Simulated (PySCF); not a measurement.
# Run report: GeBH₃Cl₂, geometry relaxation

- system: GeBH₃Cl₂
- method: PBE0-D3(BJ)/def2-SVP geometry optimisation, gas phase (PySCF 2.14.0)

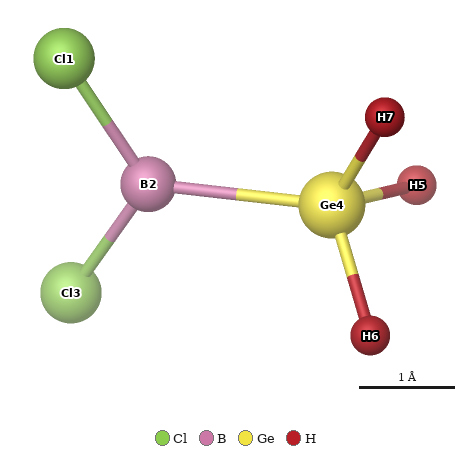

Figure 1. The input geometry (ball-and-stick view, seen at a tilt; atoms are numbered from 1 in the order of the input). Sticks mark near contacts. Bond lengths as drawn: B–Cl 1.70 Å, B–Ge 1.98 Å and Ge–H 1.50 Å.

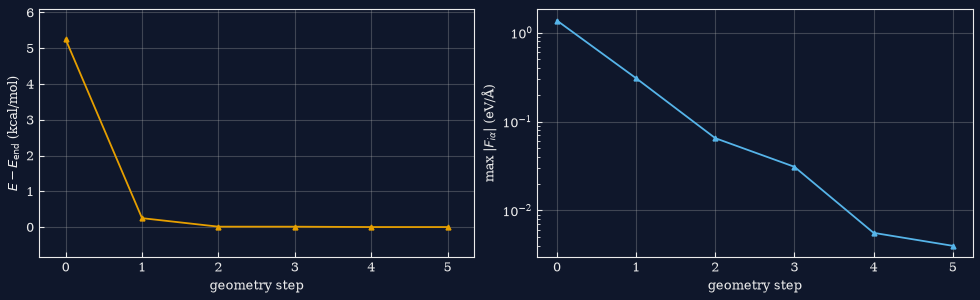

Figure 2. Progress of the relaxation, step by step (steps are counted from 0).

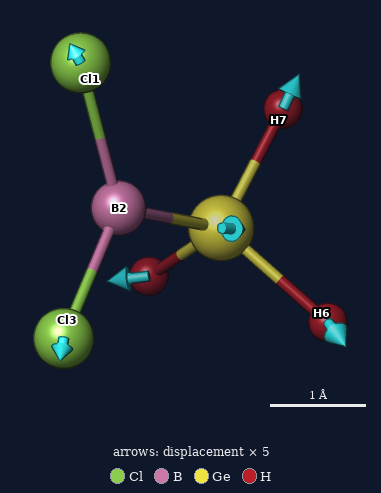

Figure 3. The starting structure with the displacements as teal arrows, magnified 5 times (ball-and-stick view, seen at a tilt). The two geometries are laid on each other by the best rigid fit. Over 5 geometry steps the energy falls by 5.25 kcal/mol. Largest force component: 1.4 eV/Å at the start, 0.004 eV/Å at the end. The atom that moves furthest after the best rigid fit is H5 (0.093 Å). By element the largest moves are H 0.093 Å, Ge 0.085 Å, Cl 0.055 Å, B 0.004 Å. Among the contacts that change: B2–Ge4 1.981 → 2.068 Å, B2–Cl3 1.698 → 1.749 Å, Ge4–H5 1.497 → 1.542 Å. Among the angles that change: B2–Ge4–H5 114.6° → 109.0°, H5–Ge4–H6 102.1° → 107.7°, H5–Ge4–H7 103.9° → 108.7°. (Atoms are counted from 1 in the order of the input.)

These pictures come from the run below.

### Input file
```
{"job": {"xc": "PBE0", "basis": "def2-SVP", "d3": "d3bj", "grid": 1, "maxiter": 30, "shake": 0.01, "kind": "geom"}, "charge": 0, "multiplicity": 1}
Cl     1.876590     1.661080    -0.218180
B      1.139200     0.131830    -0.162540
Cl     2.130430    -1.238750    -0.312560
Ge    -0.813090    -0.082730     0.094520
H     -1.209610    -0.636820     1.427610
H     -1.475880    -1.041400    -0.855850
H     -1.613680     1.177690    -0.022910
```

The first line tells a small driver script what to run in PySCF; the rest is the geometry in Å.

Launch command:
```bash
OMP_NUM_THREADS=1 python <driver script> task.json out
```

### What the program printed
```
step   0  E = -3022.95338369  max force = 0.026669
step   1  E = -3022.96135195  max force = 0.005985
step   2  E = -3022.96173088  max force = 0.001266
step   3  E = -3022.96173202  max force = 0.000602
step   4  E = -3022.96174737  max force = 0.000110
step   5  E = -3022.96174806  max force = 0.000077
optimisation converged
```

### Trajectory as extended XYZ (Å, eV, eV/Å), 6 frames, from step=0 to step=5
```
7
Properties=species:S:1:pos:R:3:forces:R:3 step=0 energy=-82258.75144
Cl    1.8766    1.6611   -0.2182    0.5369   1.3714  -0.0380
B     1.1392    0.1318   -0.1625   -0.0564   0.0060   0.0276
Cl    2.1304   -1.2388   -0.3126    0.8412  -1.3046  -0.1399
Ge   -0.8131   -0.0827    0.0945   -1.0745  -0.0615  -0.0129
H    -1.2096   -0.6368    1.4276    0.0711  -0.3296   0.8858
H    -1.4759   -1.0414   -0.8558   -0.0679  -0.5087  -0.6092
H    -1.6137    1.1777   -0.0229   -0.2505   0.8270  -0.1134
7
Properties=species:S:1:pos:R:3:forces:R:3 step=1 energy=-82258.96827
Cl    1.9443    1.5011   -0.2236   -0.1059  -0.2934   0.0083
B     1.1750   -0.0790   -0.1785   -0.0475  -0.0317   0.0043
Cl    2.1793   -1.5170   -0.3448   -0.1835   0.3077   0.0299
Ge   -0.8927   -0.2788    0.0835    0.1292  -0.0009  -0.0002
H    -1.1806   -0.8570    1.4934    0.0523   0.0636  -0.1358
H    -1.4656   -1.2764   -0.9522    0.0617   0.0883   0.0821
H    -1.6295    1.0753   -0.0534    0.0938  -0.1336   0.0114
7
Properties=species:S:1:pos:R:3:forces:R:3 step=2 energy=-82258.97858
Cl    1.9342    1.4870   -0.2208   -0.0482  -0.0232   0.0077
B     1.1570   -0.0794   -0.1780    0.0598  -0.0060  -0.0063
Cl    2.1666   -1.5010   -0.3449   -0.0651   0.0294   0.0058
Ge   -0.8884   -0.2802    0.0829    0.0504  -0.0023  -0.0094
H    -1.1664   -0.8529    1.4866    0.0071   0.0008   0.0033
H    -1.4562   -1.2726   -0.9483   -0.0012  -0.0018  -0.0012
H    -1.6167    1.0674   -0.0531   -0.0028   0.0031   0.0001
7
Properties=species:S:1:pos:R:3:forces:R:3 step=3 energy=-82258.97861
Cl    1.9197    1.4931   -0.2175    0.0279  -0.0245  -0.0009
B     1.1573   -0.0783   -0.1791   -0.0156  -0.0005   0.0009
Cl    2.1527   -1.5065   -0.3462    0.0223   0.0310  -0.0056
Ge   -0.8824   -0.2805    0.0820   -0.0065   0.0000  -0.0064
H    -1.1556   -0.8521    1.4862   -0.0036  -0.0065   0.0157
H    -1.4500   -1.2735   -0.9478   -0.0097  -0.0095  -0.0045
H    -1.6115    1.0661   -0.0533   -0.0148   0.0100   0.0008
7
Properties=species:S:1:pos:R:3:forces:R:3 step=4 energy=-82258.97903
Cl    1.9256    1.4906   -0.2174    0.0009   0.0012   0.0024
B     1.1567   -0.0776   -0.1798    0.0056   0.0013  -0.0008
Cl    2.1584   -1.5011   -0.3488   -0.0009   0.0016  -0.0039
Ge   -0.8844   -0.2809    0.0822   -0.0021  -0.0003  -0.0040
H    -1.1567   -0.8529    1.4874    0.0014  -0.0005   0.0027
H    -1.4532   -1.2752   -0.9469   -0.0019  -0.0009   0.0024
H    -1.6161    1.0654   -0.0525   -0.0031  -0.0023   0.0012
7
Properties=species:S:1:pos:R:3:forces:R:3 step=5 energy=-82258.97905
Cl    1.9254    1.4920   -0.2160   -0.0009   0.0022   0.0025
B     1.1568   -0.0765   -0.1809    0.0005   0.0021  -0.0005
Cl    2.1591   -1.4991   -0.3524   -0.0009  -0.0009  -0.0040
Ge   -0.8844   -0.2815    0.0824    0.0007  -0.0008  -0.0019
H    -1.1545   -0.8532    1.4883    0.0020   0.0001   0.0012
H    -1.4537   -1.2769   -0.9453   -0.0003  -0.0008   0.0020
H    -1.6184    1.0636   -0.0517   -0.0012  -0.0020   0.0008
```

### Results in brief

```tsv
quantity	value
outcome	converged
total energy	−3022.961748 hartree
dipole moment	0.18 D
point group	C1
hardware	1 CPU thread, shared host
wall time	28 s
peak memory	0.41 GiB
```
